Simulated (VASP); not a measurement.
Band structure of TiB (space group I4_1md). Level of theory: PBE GGA, VASP's PBE PAW potentials (set 64) (plane waves; VASP).

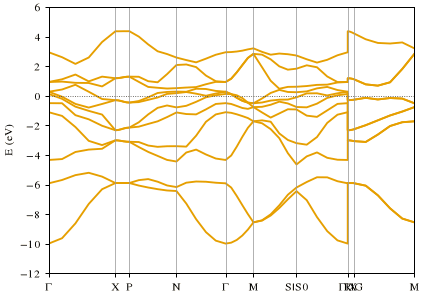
Figure: Bands along high-symmetry lines, zero at the valence-band maximum or, without a gap, the Fermi level

Read the plot: is there a gap, and where are the band edges?

It has no gap at this level: it comes out as a metal or semimetal.

The structure was generated: TiB was put into an ordered model structure, which need not be its known phase. The cell was not relaxed at this level. The k-mesh is coarse (spacing up to 0.34 per Å, 2π included), so the numbers may not be converged in it.
